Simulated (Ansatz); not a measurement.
## Loss of CH4: C5H8O → C4H4O + CH4

Species: C5H8O (3,4-dihydro-2H-pyran) `C1=COCCC1`, singlet; C4H4O `C#COC=C`, singlet; CH4 (methane) `C`, singlet. 

Shapes, held fixed at every level: PBE0-D4/def2-TZVP. Flexible molecules stand in one conformer, not always the lowest. Programs: Ansatz 0.2.0. The zero-point and thermal change to 298 K, harmonic and unscaled (PBE0-D4/def2-TZVP), is -22.9 kJ/mol.

| level | kind | ΔH(298 K) (kJ/mol) | less CCSD(T)/CBS estimate |
| --- | --- | --- | --- |
| SPW92/def2-TZVPP | LDA | +317.3 | +62.9 |
| B3LYP-D4/def2-TZVPP | global hybrid | +236.8 | -17.6 |
| r2SCAN0-D4/def2-TZVPP | global hybrid | +279.7 | +25.3 |
| CCSD(T)/def2-SVP | coupled cluster or CI | +263.9 | +9.5 |
| CCSD/def2-SVP | coupled cluster or CI | +264.8 | +10.4 |
| CCSD(T)/def2-TZVPP | coupled cluster or CI | +253.4 | -1.0 |
| CCSD/def2-TZVPP | coupled cluster or CI | +253.4 | -1.0 |
| CCSD(T)/CBS estimate | coupled cluster or CI | +254.4 | 0.0 |

The highest level, CCSD(T)/CBS estimate, gives ΔH(298 K) = +254.4 kJ/mol; the levels span +236.8 to +317.3. The column of differences is taken from that level and isn't an error. No measured value is set beside it here. The CBS estimate extrapolates MP2 from def2-TZVPP and def2-QZVPP and adds CCSD(T) − MP2 in the triple-zeta set, cores frozen.

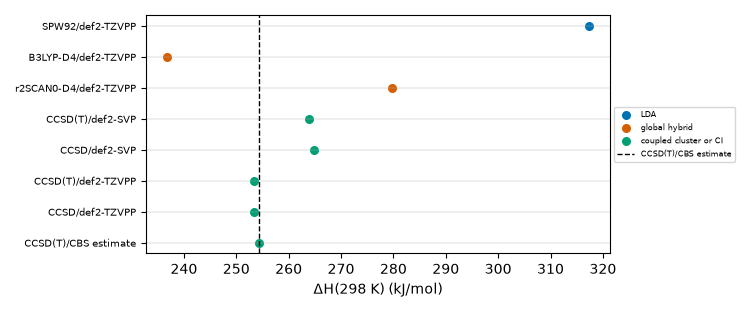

The values of the table, level by level.
